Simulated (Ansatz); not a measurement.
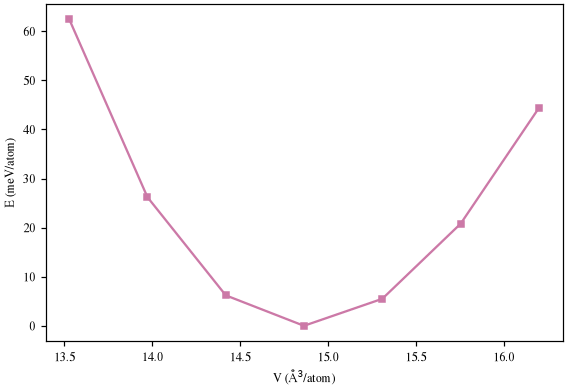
CrGe2 in space group I4/mcm (No. 140; Ge on 8h, Cr on 4a) under volume change, PBE (plane waves, PAW; program Ansatz), shape and atoms relaxed at each volume.

**Question.** What does a third-order Birch–Murnaghan fit give for V₀, B₀ and B′?

**Answer.** V₀ = 14.87 Å³/atom, B₀ = 139 GPa, B′ = 4.6.

The cell is a constructed one: a structure type filled with these elements; neither database checked (COD, Materials Project) lists it. Whether it is the stable phase at ambient conditions was not checked. Symmetry was held in the PBE relaxation; whether a distortion lowers the energy is not shown. The workflow began spin-polarised and lost its moments.

Potentials: the later of the program's two PAW sets.
